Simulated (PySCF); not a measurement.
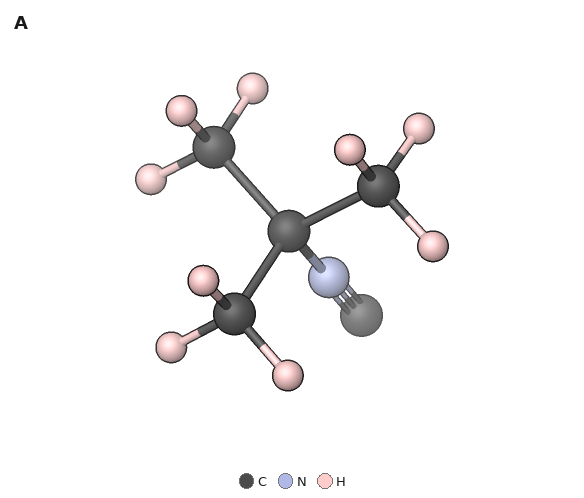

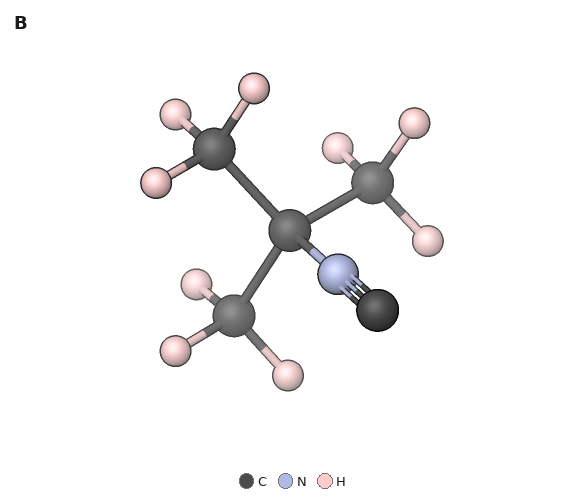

Atoms fade into the background with distance from the viewer. The geometry was computed by an optimisation with PBE0-D3(BJ)/def2-SVP. No frequency run is at hand to confirm it as a minimum.

Are A and B the same structure? If not, how do they differ?

Answer. Yes. They are the same structure, C5H9N ([C-]#[N+]C(C)(C)C), seen from two directions. With point group C3v it is achiral, so its mirror image would be the same too.
